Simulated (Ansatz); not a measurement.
## Profile along the Tl–Tl line in Tl (hcp, Mg type)

Tl (hcp, Mg type)

```cif
data_Tl2
_chemical_formula_sum 'Tl2'
_space_group_name_H-M_alt 'P63/mmc'
_space_group_IT_number 194
_space_group_name_Hall '-P 6c 2c'
_cell_length_a 3.60750
_cell_length_b 3.60750
_cell_length_c 5.57674
_cell_angle_alpha 90.000
_cell_angle_beta 90.000
_cell_angle_gamma 120.000
loop_
_atom_site_label
_atom_site_type_symbol
_atom_site_symmetry_multiplicity
_atom_site_Wyckoff_symbol
_atom_site_fract_x
_atom_site_fract_y
_atom_site_fract_z
_atom_site_occupancy
Tl1 Tl 2 d 0.66667 0.33333 0.25000 1
```

Fields along a shortest Tl–Tl line of a (1 -1 0 0) plane (3.61 Å), from Tl to Tl, interpolated on the slice's grid (step about 0.2 Å). All values below come from PBE (plane waves to 420 eV, PAW, scalar-relativistic; Ansatz, a program for electronic structure). k mesh 15×15×9. These are valence fields of a PAW run, semicore shells included where kept as valence: close to a nucleus they are smooth pseudo fields. Spin-orbit coupling is left out, though Tl is heavy. The PAW data are Ansatz's earlier set. The relaxed volume of Tl is well above the measured one; the method has no dispersion term. Tl was relaxed with its symmetry unable to fall.

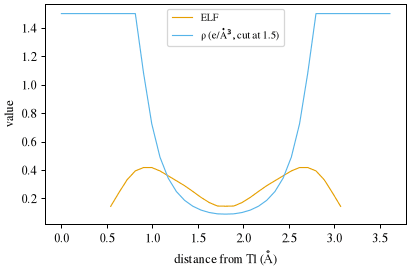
Fig. 1. ELF (away from the nuclei) and valence density from Tl to Tl.

Density on the Tl–Tl line (3.61 Å) at its midpoint: 0.09 e/Å³. ELF at that point: 0.1.
